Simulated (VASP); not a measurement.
Band structure of ZrRh (space group Pm-3m). Calculation: PBEsol GGA, VASP's PBE PAW potentials (set 64) (plane waves; VASP).

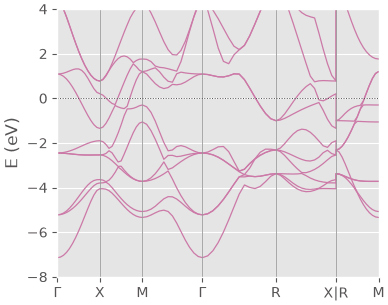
Figure. Bands along high-symmetry lines, zero at the valence-band maximum or, without a gap, the Fermi level

Question: Read the plot: is there a gap, and where are the band edges?

Answer: It has no gap at this level: it comes out as a metal or semimetal. (Edges off the drawn lines would not show.)

The structure comes from a computed database's ZrRh entry (Pm-3m); how it stands against other phases isn't given here. It was relaxed first. The electron count is odd and the run is not spin-polarised, which forces a metal.
